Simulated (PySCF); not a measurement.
**CH₁₀OSi₃: density, localisation and related maps**

The calculation's input:

```
{"job": {"kind": "nmr", "xc": "PBE0", "basis": "pcSseg-1"}, "charge": 0, "multiplicity": 1}
O      2.639479     0.558182    -0.324792
Si     1.494393    -0.597859    -0.366203
C     -0.138443    -0.039743     0.435182
Si    -0.692789     1.677819    -0.161857
Si    -1.499854    -1.348772     0.229734
H      2.899236     0.982490     0.487754
H      1.380508    -0.807137    -1.801898
H      1.980614    -1.790968     0.338490
H      0.043268     0.046838     1.512313
H      0.341855     2.682166     0.117308
H     -1.903702     2.083619     0.561805
H     -0.970697     1.657557    -1.598134
H     -1.807534    -1.542510    -1.188280
H     -2.714362    -0.927947     0.937321
H     -1.056385    -2.625744     0.799346
```

Launched as:

```sh
OMP_NUM_THREADS=1 python probes_run.py task.json out
```

Geometry: GFN2-xTB.

These are results of PBE0/pcSseg-1, SCF density, gas phase, non-relativistic (PySCF), not measurements.

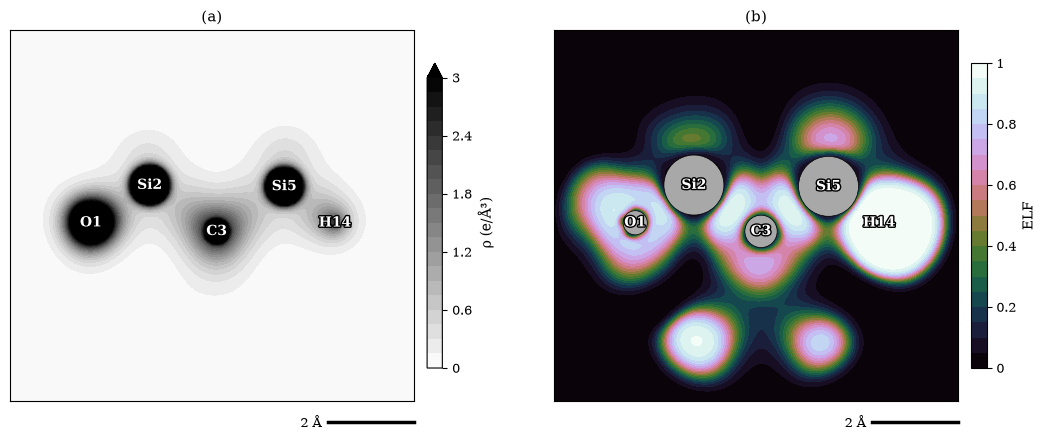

Figure 1. (a) total electron density; (b) ELF on the plane of atoms O1, Si2 and C3. Grey discs cover the atomic cores in the ELF map.

Describe what can be read from this map.

The plane passes through O, Si, C and H nuclei. Si–O (1.63 Å): the density is about 1.2 e/Å³ at the midpoint; the ELF peaks at about 0.85 between the atoms: a short, strongly polar bond. C–Si (1.90 Å): the density is about 0.87 e/Å³ at the midpoint; the ELF peaks at about 0.95 between the atoms; a shared electron pair. Si–H (1.47 Å): ρ at the midpoint is about 0.81 e/Å³; the ELF climbs to about 1 towards the hydrogen, as it does in any bond to H. The ELF also peaks beside O1, away from the bonds: lone-pair regions.

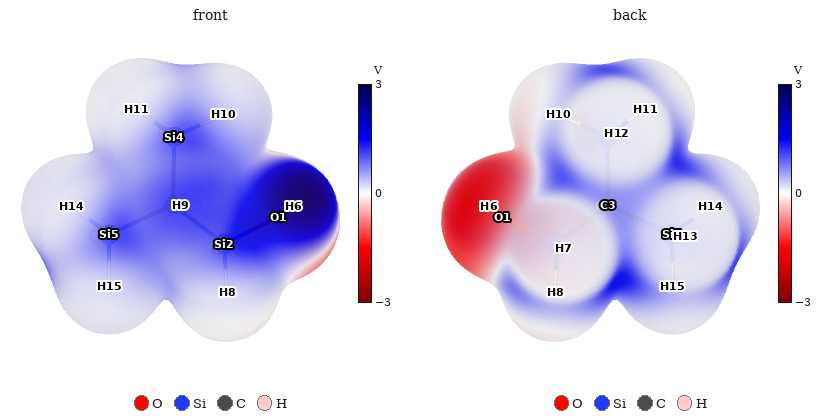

Figure 2. The electrostatic potential painted on the density surface at 0.002 e/bohr³, seen from the front and from behind; red is negative and blue positive.

Which sites attract a positive test charge, and which a negative one?

A positive charge is drawn to the negative regions and a negative charge to the positive ones. The most negative region (about −1.4 V) lies over O1, the most positive (about +2.6 V) over H6. O1 is the likeliest acceptor of a hydrogen bond.
